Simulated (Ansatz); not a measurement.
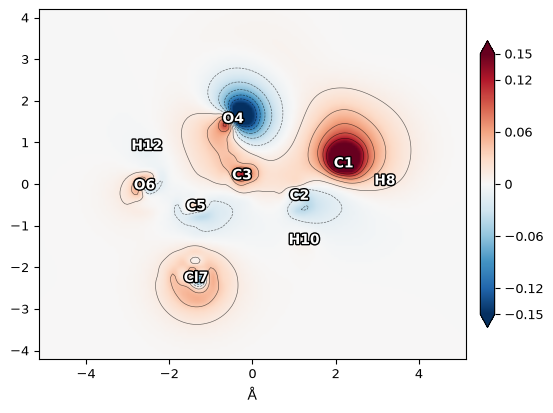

C4H5ClO2 (SMILES C=CC(O)=C(O)Cl). The HOMO on the plane of atoms C2, C3 and O4 (values in Å⁻³ᐟ²; the overall sign is arbitrary).

The calculation used Ansatz 0.2.0, RHF/def2-SVP.

```xyz
12

C    -0.1846   -2.1042   -0.0764
C     0.4785   -0.9771   -0.3016
C    -0.0136    0.3510    0.0704
O    -1.2984    0.4607    0.5381
C     0.6758    1.4900    0.0284
O     0.1785    2.6712    0.3779
Cl    2.3266    1.5923   -0.4475
H     0.2225   -3.0572   -0.3865
H    -1.1355   -2.1204    0.4405
H     1.4401   -1.0087   -0.7948
H    -1.9023    0.1054   -0.0993
H    -0.7109    2.5419    0.6848
```

What is the character of this orbital?

Answer. By Hirshfeld shares it lies mainly on C3 (about 20 %), C5 (about 20 %), C1 (about 20 %), C2 (about 10 %), Cl7 (about 10 %) and O6 (about 10 %). Its energy is −8.45 eV.
